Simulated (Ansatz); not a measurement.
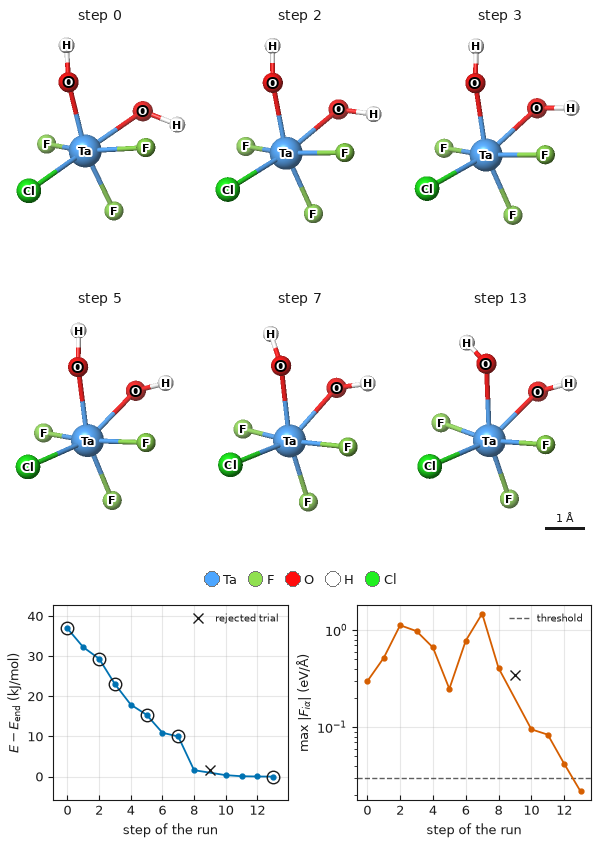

Frames of a relaxation of TaH₂O₂ClF₃ (multiplicity 2), marked on the history of the run. A ball-and-stick model, seen at a tilt.

The run prepares an end point of a later path (reaction) calculation, from a guessed geometry.

These are results of UKS PBE/def2-SVP in Ansatz, not measurements. Set-up: collinear spin; force threshold 0.03 eV/Å; at most 50 steps.

Q: What happens along the run?

A: After 12 accepted moves (13 points after the start) the energy has fallen by 36.9 kJ/mol. The largest force component goes from 0.3 to 0.022 eV/Å. The line search rejected the trial step at point 9 of the run. The largest move after the best rigid fit is that of an H atom, 0.78 Å. Largest moves by element: H 0.78 Å, O 0.47 Å, F 0.38 Å, Cl 0.21 Å, Ta 0.21 Å. Among the contacts that change: O–Ta 1.923 → 2.084 Å, O–Ta 2.168 → 2.103 Å, F–Ta 1.930 → 1.903 Å, F–Ta 1.903 → 1.882 Å. Among the angles between lasting bonds that change: Ta–O–H 160.5° → 113.7°, O–Ta–O 81.2° → 63.8°, Cl–Ta–O 172.8° → 158.9°. Cost: 27 s on 4 threads of Intel(R) Xeon(R) 6975P-C (Granite Rapids) (shared host), peak memory 0.29 GiB. From step 0 to 2: an H atom moves most (0.33 Å), energy −7.53 kJ/mol. From step 2 to 3: an H atom moves most (0.19 Å), energy −6.33 kJ/mol. From step 3 to 5: an H atom moves most (0.30 Å), energy −7.65 kJ/mol. From step 5 to 7: an H atom moves most (0.34 Å), energy −5.41 kJ/mol. From step 7 to 13: an H atom moves most (0.28 Å), energy −10.0 kJ/mol.

```json
{"step": "0", "E − E(0), kJ/mol": "0.00", "largest force component, eV/Å": "0.2980", "note": ""}
{"step": "1", "E − E(0), kJ/mol": "-4.67", "largest force component, eV/Å": "0.5186", "note": ""}
{"step": "2", "E − E(0), kJ/mol": "-7.53", "largest force component, eV/Å": "1.1261", "note": ""}
{"step": "3", "E − E(0), kJ/mol": "-13.87", "largest force component, eV/Å": "0.9796", "note": ""}
{"step": "4", "E − E(0), kJ/mol": "-18.98", "largest force component, eV/Å": "0.6642", "note": ""}
{"step": "5", "E − E(0), kJ/mol": "-21.52", "largest force component, eV/Å": "0.2489", "note": ""}
{"step": "6", "E − E(0), kJ/mol": "-25.99", "largest force component, eV/Å": "0.7804", "note": ""}
{"step": "7", "E − E(0), kJ/mol": "-26.92", "largest force component, eV/Å": "1.4836", "note": ""}
{"step": "8", "E − E(0), kJ/mol": "-35.32", "largest force component, eV/Å": "0.4076", "note": ""}
{"step": "9", "E − E(0), kJ/mol": "-35.17", "largest force component, eV/Å": "0.3439", "note": "rejected"}
{"step": "10", "E − E(0), kJ/mol": "-36.56", "largest force component, eV/Å": "0.0951", "note": ""}
{"step": "11", "E − E(0), kJ/mol": "-36.82", "largest force component, eV/Å": "0.0839", "note": ""}
{"step": "12", "E − E(0), kJ/mol": "-36.89", "largest force component, eV/Å": "0.0420", "note": ""}
{"step": "13", "E − E(0), kJ/mol": "-36.92", "largest force component, eV/Å": "0.0218", "note": ""}
```
